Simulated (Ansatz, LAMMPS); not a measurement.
# Compressing and expanding amorphous Ge (65 atoms): runs compared

How stiff is amorphous Ge (65 atoms), and how do its levels respond to strain?

Computed with Ansatz 0.2.0: Kohn-Sham DFT, PBE, PAW (set soft_1), plane waves.

### Step 1. The cell as built

The cell holds 65 atoms: 65 Ge. Cell: a = 11.613 Å, b = 11.613 Å, c = 11.613 Å, α = 90.0°, β = 90.0°, γ = 90.0°. 65 atoms (65 Ge) placed at random at 5.01 g/cm³, melted at 3500 K for 10 ps at fixed volume with the Tersoff potential (Tersoff, Phys. Rev. B 39, 5566 (1989)). Quenched from 3500 K to 700 K at 5 K/ps and fixed volume, held 5 ps, then minimised at fixed cell.

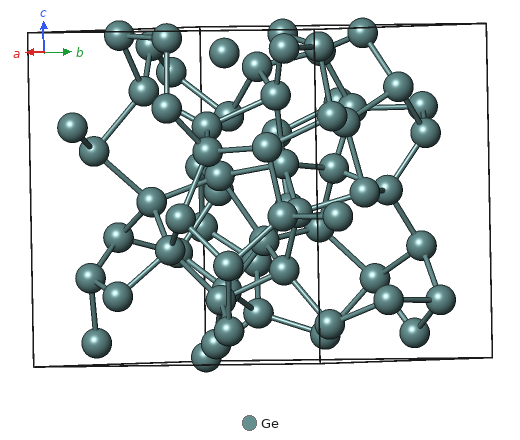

The cell as built. Bonds to atoms that aren't drawn are left out. Some periodic images of atoms are drawn too.

Limits known from the start: The quench rate of 5 K/ps far exceeds what a furnace or splat quench reaches, so expect more defects and frozen-in strain than in a real sample. The network of bonds at the start is that of the classical potential that made the cell, and needn't be the one that DFT or experiment would give. Only the Γ point is sampled.

### Step 2. The reference run

The reference is a single point at the end of the relaxation.

Every strained cell starts from the geometry of this run, and its atoms are relaxed with the cell held.

Its input, with most atom lines left out:

```yaml
crystal:
  lattice:
    - [11.76256, -0.05583, -0.1463]
    - [-0.05583, 12.33861, 0.05615]
    - [-0.1463, 0.05615, 10.90751]
  atoms:
    - { symbol: Ge, position: [0.4933, 0.88501, 0.48209] }
    - { symbol: Ge, position: [0.40211, 0.45308, 0.37793] }
    - { symbol: Ge, position: [0.63274, 0.20764, 0.4989] }
    - { symbol: Ge, position: [0.28762, 0.82474, 0.46594] }
    - { symbol: Ge, position: [0.49794, 0.92956, 0.17358] }
    - { symbol: Ge, position: [0.05258, 0.22538, 0.30269] }
    - { symbol: Ge, position: [0.01321, 0.08556, 0.93956] }
    [... atom lines 8 to 65 left out ...]
kpoints:
  mp_grid: { grid: [1, 1, 1] }
hamiltonian:
  xc: pbe
  pseudopotentials: { kind: paw, azcp: { folder: soft_1 } }
scf:
  occupations: { method: fermi_dirac, width: 0.025 }
output:
  forces: true
  stress: true
  populations: true
  dos:
    method: { smearing: { sigma: 0.15 } }
    de: 0.1
    projected: { site_lists: { Ge: [Ge] } }
  eigenvalues: true
  write_density: true
  write_potential: true
  volumetric_format: npy
  elf: true
```

| Quantity | Value |
| --- | --- |
| free energy per atom | -4294.8058 eV/atom |
| r.m.s. force component | 0.00726 eV/Å |
| pressure | 0.007427 GPa |

Filled and empty levels are parted by 0.275 eV (at Γ alone); a semilocal functional tends to put such gaps too low. In a disordered cell it changes from sample to sample, and tail or defect levels can set it.

### Step 3. The runs

Each row is one run, on 4 threads of Arm Neoverse V1, shared host. The free energy is the program's total, comparable only between runs with the same functional, potentials and atoms.

```csv
run,atoms,outcome,"ionic steps, all passes",free energy (eV),time,host memory (GiB)
Single point at the start,65,converged,-,-279159.463,32 s,2.2
Cell and atoms relaxed,65,converged,13,-279162.375,6.3 min,2.3
Single point at the relaxed geometry,65,converged,-,-279162.375,61 s,2.3
Volume -3 %,65,converged,2,-279162.142,75 s,2.3
Volume +3 %,65,converged,2,-279162.171,80 s,2.4
Volume -6 %,65,converged,3,-279161.410,1.7 min,2.2
Volume +6 %,65,converged,3,-279161.609,2.2 min,2.5
Volume -10 %,65,converged,5,-279159.518,2.8 min,2.2
```

In some runs the program notes that the SCF threshold is loose for the stress.

### Step 4. Pressure against volume

Atoms are relaxed at each volume, in the scaled cell.

```csv
volume change (%),volume (Å³/atom),energy change (meV/atom),pressure (GPa),largest move on relaxing (Å),bonds,gap (eV)
-10,21.915,43.95,6.26,0.20,132,0.297
-6,22.888,14.85,3.45,0.07,132,0.283
-3,23.619,3.58,1.63,0.03,132,0.282
+0,24.349,0.00,0.01,-,132,0.275
+3,25.080,3.13,-1.34,0.03,132,0.265
+6,25.810,11.79,-2.46,0.07,132,0.255
```

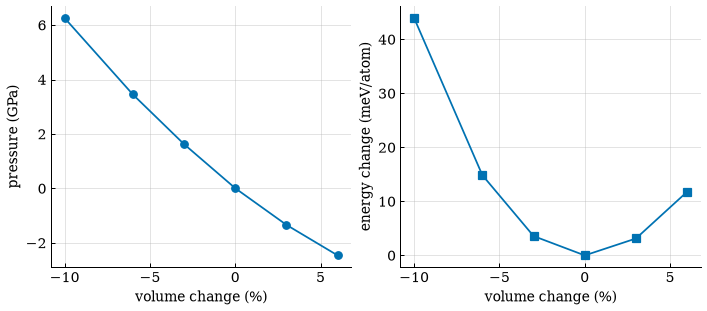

Pressure and energy against volume.

### Step 5. Outcome

The bulk modulus, from the slope of pressure against ln V over the three points nearest the relaxed volume, is 49.4 GPa; a quadratic over all points gives a pressure derivative of about 4.0. The gap goes from 0.297 eV at the smallest volume to 0.255 eV at the largest, -0.2 eV per unit of ln V by a straight line, on the run's k-points.

Caveats: Strains are finite and relaxations stop at the force tolerance of the input, which can leave moduli too stiff; they are those of a static cell at zero temperature. Volumes are changed with the cell's shape held, so in an anisotropic solid the modulus lies over the one under free hydrostatic load. The program notes that the SCF threshold of the relaxations is loose for the stress.

The DFT runs together took 17 min of wall time.

[Logs are printed without paths, hosts, clocks, repeated set-up lines and the standing remarks that a program may print on its own settings, such as how far it seeks lower states.]

[Hosts, paths, dates, database ids (printed as entryN), source tags and the programs' standing remarks are cut or masked in the printed files.]
